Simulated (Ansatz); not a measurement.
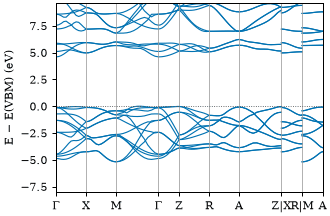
Figure. Band structure from the program Ansatz at the r²SCAN level (PAW)

### Question
Read off the gap and where the band edges lie.

### Answer
About 4.6 eV (4.60 eV by a search for the band edges); maximum on the M–Γ line, 55 % of the way from M, minimum at Γ.

The material is ZrO$_{2}$ in space group P4_2/nmc (No. 137; Zr on 2a, O on 4d).

This is a known high-temperature phase of the composition, computed here at zero pressure and temperature. The cell was relaxed with r²SCAN under the symmetry of its start; its stability against distortions is not shown here. The run is not spin-polarised. Spin–orbit coupling is left out wherever it is not named.

Potentials: the later of the program's two PAW sets.
